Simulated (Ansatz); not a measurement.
# Pd: what SCF settings change, part 2 of 2

Wanted: the cost and the effect of other mixers, smearings and limits on one cell of Pd. The cell (1 atom) is Pd in its deposited structure (space group Fm-3m). Source: COD entry 1011105.

Ansatz 0.2.0; DFT r2SCAN, PAW, plane waves, scalar-relativistic.

## 7. K-point mesh 7x7x7

Input file input.yaml:

```yaml
crystal:
  lattice:
    - [0.0, 1.9395, 1.9395]
    - [1.9395, 0.0, 1.9395]
    - [1.9395, 1.9395, 0.0]
  atoms:
    - { symbol: Pd, position: [0.0, 0.0, 0.0] }
hamiltonian:
  xc: r2scan
  pseudopotentials: { kind: paw }
basis:
  ecutwfc: 500
kpoints:
  mp_grid: { grid: [7, 7, 7] }
scf:
  occupations: { method: fermi_dirac, width: 0.1 }
  lower_state_search: "off"
  max_iter: 70
output:
  forces: true
  stress: true
```

On the command line:

```bash
$ ansatz run input.yaml --threads 2 --pin off --max-ram 5120MiB --backend cpu --events-out ev --progress --plain --runs-dir out
```

What it wrote, cut to the lines that bear on the results:

```text
[... 14 lines as in an earlier run ...]
k-points: 20 of 343
[... 7 lines as in an earlier run ...]
SCF iter   1: F=-6985.761144 eV  HF=-6985.782024 eV  |F-HF|=2.09e-2  |Δ(HF+E_count)|=         —  Δρ=2.26e-2  dr2=5.82e-2  dr2_τ=1.00e-2  ethr=1.77e-3  ⟨swp⟩=5.1  Hψ=1610  notcnv=0
[...]
SCF iter   7: F=-6985.784933 eV  HF=-6985.784933 eV  |F-HF|=4.48e-8  |Δ(HF+E_count)|=   2.84e-7  Δρ=2.38e-5  dr2=7.41e-8  dr2_τ=2.39e-9  ethr=5.56e-10  ⟨swp⟩=3.0  Hψ=1015  notcnv=0
[...]
SCF converged after 7 iterations
Free energy (F): -6985.784933 eV
[...]
E sigma→0 (E₀):  -6985.753451 eV
Entropy (-TS):   -0.062964 eV (-62.964 meV/atom)
Fermi energy:    19.974646 eV
[...]
--- Forces (eV/Å), atoms counted from 1 ---
  atom   1  Pd    -0.00000000    -0.00000000    -0.00000000
[...]
--- Stress (GPa, compression-positive) ---
        5.231517      -0.000000      -0.000000
        0.000000       5.231517       0.000000
        0.000000       0.000000       5.231517
  P = ⅓ Tr σ = 5.2315 GPa (52.315 kbar)
```

Run time: 0.68 s. Hardware: 2 threads of Arm Neoverse V2, shared host; peak memory 0.3 GiB.

Compared with step 2: free energy shifted by -16.6 meV/atom, pressure 5.2 GPa against 4.7; 7 iterations in place of 8.

Such a setting isn't fit for results; the run shows only what it costs.

## 8. Linear mixing, β 0.5, no preconditioner

Edit input.yaml of step 7 so:

```diff
@@ -13,3 +13,3 @@
 kpoints:
-  mp_grid: { grid: [7, 7, 7] }
+  mp_grid: { grid: [13, 13, 13] }
 scf:
@@ -17,3 +17,5 @@
   lower_state_search: "off"
+  algorithm: density_mixing
   max_iter: 70
+  mixing: { algorithm: anderson, ndim: 1, beta: 0.5, preconditioner: none }
 output:
```

On the command line:

```bash
$ ansatz run input.yaml --threads 2 --pin off --max-ram 5120MiB --backend cpu --events-out ev --progress --plain --runs-dir out
```

What it wrote, cut to the lines that bear on the results:

```text
[... 22 lines as in an earlier run ...]
SCF iter   1: F=-6985.748107 eV  HF=-6985.762917 eV  |F-HF|=1.48e-2  |Δ(HF+E_count)|=         —  Δρ=2.11e-2  dr2=4.87e-2  dr2_τ=9.58e-3  ethr=1.77e-3  ⟨swp⟩=5.2  Hψ=6759  notcnv=0
[...]
SCF iter  10: F=-6985.768372 eV  HF=-6985.768372 eV  |F-HF|=1.16e-8  |Δ(HF+E_count)|=   9.31e-9  Δρ=2.93e-5  dr2=5.58e-8  dr2_τ=1.04e-8  ethr=5.56e-10  ⟨swp⟩=2.3  Hψ=3750  notcnv=0
[...]
SCF converged after 10 iterations
[... 1 line as in an earlier run ...]
Free energy (F): -6985.768372 eV
[...]
E sigma→0 (E₀):  -6985.740957 eV
Entropy (-TS):   -0.054830 eV (-54.830 meV/atom)
Fermi energy:    19.938459 eV
[... 25 lines left out: energy terms, forces, stress ...]
```

It took 1.6 s on 2 threads of Arm Neoverse V2, shared host; peak memory 0.32 GiB.

10 iterations against 8; the same free energy.

## 9. Fixed occupations

Edit input.yaml of step 8 so:

```diff
@@ -15,7 +15,5 @@
 scf:
-  occupations: { method: fermi_dirac, width: 0.1 }
+  occupations: { method: fixed }
   lower_state_search: "off"
-  algorithm: density_mixing
   max_iter: 70
-  mixing: { algorithm: anderson, ndim: 1, beta: 0.5, preconditioner: none }
 output:
```

On the command line:

```bash
$ ansatz run input.yaml --threads 2 --pin off --max-ram 5120MiB --backend cpu --events-out ev --progress --plain --runs-dir out
```

What it wrote, cut to the lines that bear on the results:

```text
[... 22 lines as in an earlier run ...]
SCF iter   1: F=-6985.380711 eV  HF=-6985.416279 eV  |F-HF|=3.56e-2  |Δ(HF+E_count)|=         —  Δρ=3.71e-2  dr2=9.08e-2  dr2_τ=9.22e-3  ethr=1.77e-3  ⟨swp⟩=4.8  Hψ=6075  notcnv=0  defer=153
[...]
SCF iter   7: F=-6985.413899 eV  HF=-6985.413899 eV  |F-HF|=2.02e-9  |Δ(HF+E_count)|=   3.04e-9  Δρ=4.62e-6  dr2=3.11e-9  dr2_τ=1.36e-10  ethr=5.56e-10  ⟨swp⟩=5.8  Hψ=4779  notcnv=0
WARN: a fill by count may have filled part of one level: at k-index 2 the highest filled band, 18.557360 eV, and the lowest empty band, 18.557360 eV, stand 0.000e0 eV apart, within the solve's uncertainty, 3.162e-4 eV. If they are one level, whatever splits it, however little, can move [...]
SCF converged after 7 iterations
Free energy (F): -6985.413899 eV
[...]
E sigma→0 (E₀):  -6985.413899 eV
Fermi energy:    20.201565 eV
[...]
--- Forces (eV/Å), atoms counted from 1 ---
  atom   1  Pd    -0.00000000    -0.00000000    -0.00000000
[...]
--- Stress (GPa, compression-positive) ---
       10.473162       0.000000       0.000000
       -0.000000      10.473162       0.000000
        0.000000      -0.000000      10.473162
  P = ⅓ Tr σ = 10.4732 GPa (104.732 kbar)
--- Band table (eV; the first three rows and the last of 84) ---
  k-point 0: bands = ["-66.5052", "-31.1646", "-31.1646", "-31.1646", "12.6737", "16.9699", "16.9699", "16.9699", "18.6307", "18.6307", "37.6764", "42.6103", "42.6103"]
[...]
```

Run time: 1.6 s. Hardware: 2 threads of Arm Neoverse V2, shared host; peak memory 0.32 GiB.

Compared with step 2: free energy shifted by +354 meV/atom, zero-width estimate shifted by +327 meV/atom, but the bands overlap, so whole fillings don't suit this cell, pressure 10.5 GPa against 4.7; 7 iterations in place of 8.

## 10. Fermi–Dirac smearing, width 0.3 eV

Edit input.yaml of step 9 so:

```diff
@@ -15,3 +15,3 @@
 scf:
-  occupations: { method: fixed }
+  occupations: { method: fermi_dirac, width: 0.3 }
   lower_state_search: "off"
```

On the command line:

```bash
$ ansatz run input.yaml --threads 2 --pin off --max-ram 5120MiB --backend cpu --events-out ev --progress --plain --runs-dir out
```

What it wrote, cut to the lines that bear on the results:

```text
[... 22 lines as in an earlier run ...]
SCF iter   1: F=-6985.924304 eV  HF=-6985.935048 eV  |F-HF|=1.07e-2  |Δ(HF+E_count)|=         —  Δρ=2.02e-2  dr2=4.23e-2  dr2_τ=9.07e-3  ethr=1.77e-3  ⟨swp⟩=4.9  Hψ=6001  notcnv=0
[...]
SCF iter   8: F=-6985.942219 eV  HF=-6985.942219 eV  |F-HF|=8.88e-9  |Δ(HF+E_count)|=   3.61e-8  Δρ=1.03e-5  dr2=1.35e-8  dr2_τ=4.29e-10  ethr=5.56e-10  ⟨swp⟩=4.0  Hψ=3343  notcnv=0
[...]
SCF converged after 8 iterations
Free energy (F): -6985.942219 eV
[...]
E sigma→0 (E₀):  -6985.773364 eV
Entropy (-TS):   -0.337710 eV (-337.710 meV/atom)
Fermi energy:    20.069033 eV
[...]
--- Forces (eV/Å), atoms counted from 1 ---
  atom   1  Pd    -0.00000000    -0.00000000    -0.00000000
[...]
--- Stress (GPa, compression-positive) ---
        6.313431       0.000000      -0.000000
       -0.000000       6.313431      -0.000000
        0.000000      -0.000000       6.313431
  P = ⅓ Tr σ = 6.3134 GPa (63.134 kbar)
```

Run time: 1.4 s. Hardware: 2 threads of Arm Neoverse V2, shared host; peak memory 0.32 GiB.

The count stays at 8. Against the default run: free energy shifted by -174 meV/atom, zero-width estimate shifted by -32.4 meV/atom, pressure 6.3 GPa against 4.7.

## 11. Methfessel–Paxton smearing, width 0.3 eV

Edit input.yaml of step 10 so:

```diff
@@ -15,3 +15,3 @@
 scf:
-  occupations: { method: fermi_dirac, width: 0.3 }
+  occupations: { method: methfessel_paxton, width: 0.3 }
   lower_state_search: "off"
```

On the command line:

```bash
$ ansatz run input.yaml --threads 2 --pin off --max-ram 5120MiB --backend cpu --events-out ev --progress --plain --runs-dir out
```

What it wrote, cut to the lines that bear on the results:

```text
[... 22 lines as in an earlier run ...]
SCF iter   1: F=—  HF=-6985.735475 eV  |F-HF|=—  |Δ(HF+E_count)|=         —  Δρ=2.13e-2  dr2=4.89e-2  dr2_τ=9.61e-3  ethr=1.77e-3  ⟨swp⟩=4.9  Hψ=5665  notcnv=0
[...]
SCF iter   8: F=-6985.741213 eV  HF=-6985.741213 eV  |F-HF|=5.68e-9  |Δ(HF+E_count)|=   2.93e-8  S|Δr|=    0.00e0  Δρ=8.28e-6  dr2=8.69e-9  dr2_τ=2.86e-10  ethr=5.56e-10  ⟨swp⟩=4.0  Hψ=3314  notcnv=0
[...]
SCF converged after 8 iterations
Stability not checked: this state was not tested for a lower state beside it, because cold or Methfessel-Paxton smearing, or corrected tetrahedra, fill the levels in a way that the test cannot read (fill_not_monotonic; see scf.lower_state_search)
Free energy (F): -6985.741213 eV
[...]
E sigma→0 (E₀):  -6985.739474 eV
Entropy (-TS):   -0.006955 eV (-6.955 meV/atom)
Fermi energy:    19.921152 eV
[...]
--- Forces (eV/Å), atoms counted from 1 ---
  atom   1  Pd    -0.00000000    -0.00000000    -0.00000000
[...]
--- Stress (GPa, compression-positive) ---
        4.421151       0.000000       0.000000
       -0.000000       4.421151       0.000000
       -0.000000       0.000000       4.421151
  P = ⅓ Tr σ = 4.4212 GPa (44.212 kbar)
```

It took 1.3 s on 2 threads of Arm Neoverse V2, shared host; peak memory 0.32 GiB.

8 iterations, as in the default run; free energy shifted by +27.2 meV/atom, zero-width estimate shifted by +1.5 meV/atom, pressure 4.4 GPa against 4.7.

## 12. Broyden, β 0.7, history 8, no preconditioner

Edit input.yaml of step 11 so:

```diff
@@ -15,5 +15,7 @@
 scf:
-  occupations: { method: methfessel_paxton, width: 0.3 }
+  occupations: { method: fermi_dirac, width: 0.1 }
   lower_state_search: "off"
+  algorithm: density_mixing
   max_iter: 70
+  mixing: { algorithm: broyden, ndim: 8, beta: 0.7, preconditioner: none }
 output:
```

On the command line:

```bash
$ ansatz run input.yaml --threads 2 --pin off --max-ram 5120MiB --backend cpu --events-out ev --progress --plain --runs-dir out
```

What it wrote, cut to the lines that bear on the results:

```text
[... 22 lines as in an earlier run ...]
SCF iter   1: F=-6985.748107 eV  HF=-6985.762917 eV  |F-HF|=1.48e-2  |Δ(HF+E_count)|=         —  Δρ=2.11e-2  dr2=4.87e-2  dr2_τ=9.58e-3  ethr=1.77e-3  ⟨swp⟩=5.2  Hψ=6759  notcnv=0
[...]
SCF iter   6: F=-6985.768372 eV  HF=-6985.768372 eV  |F-HF|=3.09e-8  |Δ(HF+E_count)|=   5.91e-7  Δρ=2.01e-5  dr2=2.55e-8  dr2_τ=1.37e-9  ethr=5.56e-10  ⟨swp⟩=4.1  Hψ=3427  notcnv=0
[...]
SCF converged after 6 iterations
[... 1 line as in an earlier run ...]
Free energy (F): -6985.768372 eV
[...]
E sigma→0 (E₀):  -6985.740957 eV
Entropy (-TS):   -0.054830 eV (-54.830 meV/atom)
Fermi energy:    19.938422 eV
[... 25 lines left out: energy terms, forces, stress ...]
```

Run time: 1.3 s. Hardware: 2 threads of Arm Neoverse V2, shared host; peak memory 0.32 GiB.

It takes 6 iterations (default 8). Against the default run: the same free energy.

## 13. Comparison

| step | settings | iterations | time | against the default run |
| --- | --- | --- | --- | --- |
| 2 | default SCF settings | 8 | 1.7 s | reference |
| 3 | MSR1 mixing, preconditioner Kerker | 7 | 1.3 s | the same free energy |
| 4 | linear mixing, β 0.2, no preconditioner | 26 | 2.5 s | the same free energy |
| 5 | Fermi–Dirac width 0.003 eV, no switch to direct minimisation | 7 | 1.4 s | free energy shifted by +30.7 meV/atom, zero-width estimate shifted by +3.3 meV/atom, pressure 4.4 GPa against 4.7 |
| 6 | linear mixing, β 0.1, no preconditioner | 54 | 4.4 s | the same free energy |
| 7 | k-point mesh 7x7x7 | 7 | 0.68 s | free energy shifted by -16.6 meV/atom, pressure 5.2 GPa against 4.7 |
| 8 | linear mixing, β 0.5, no preconditioner | 10 | 1.6 s | the same free energy |
| 9 | fixed occupations | 7 | 1.6 s | free energy shifted by +354 meV/atom, zero-width estimate shifted by +327 meV/atom, but the bands overlap, so whole fillings don't suit this cell, pressure 10.5 GPa against 4.7 |
| 10 | Fermi–Dirac smearing, width 0.3 eV | 8 | 1.4 s | free energy shifted by -174 meV/atom, zero-width estimate shifted by -32.4 meV/atom, pressure 6.3 GPa against 4.7 |
| 11 | Methfessel–Paxton smearing, width 0.3 eV | 8 | 1.3 s | free energy shifted by +27.2 meV/atom, zero-width estimate shifted by +1.5 meV/atom, pressure 4.4 GPa against 4.7 |
| 12 | Broyden, β 0.7, history 8, no preconditioner | 6 | 1.3 s | the same free energy |

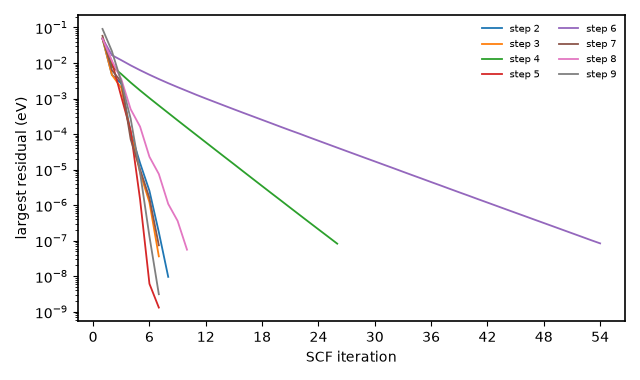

Residual along the iterations (8 of the 11 runs).

## 14. What came out

What follows sums up all 2 parts.

```
                                                              quantity                                             value
                                                           default run           8 iterations, with no gap on the k-mesh
                  fewest iterations to that state among the runs shown  6 (Broyden, β 0.7, history 8, no preconditioner)
                                                 most iterations to it      54 (linear mixing, β 0.1, no preconditioner)
           runs that end in another state, among changes of path alone                                                 0
largest shift of the free energy by occupations, cutoff, mesh or field                 +354 meV/atom (fixed occupations)
```

In words: The default and the runs that change only the path, 6 in all, end in one state, in 6 to 54 iterations. Occupations, cutoff, mesh and fields change the problem that is solved, not just the path; the largest shift here is that of “fixed occupations”. Counts include iterations that the program adds to test a close, so a difference of one or two ranks nothing. The starting density is a sum of atomic densities corrected by a trained network, so it is already close to self-consistency.
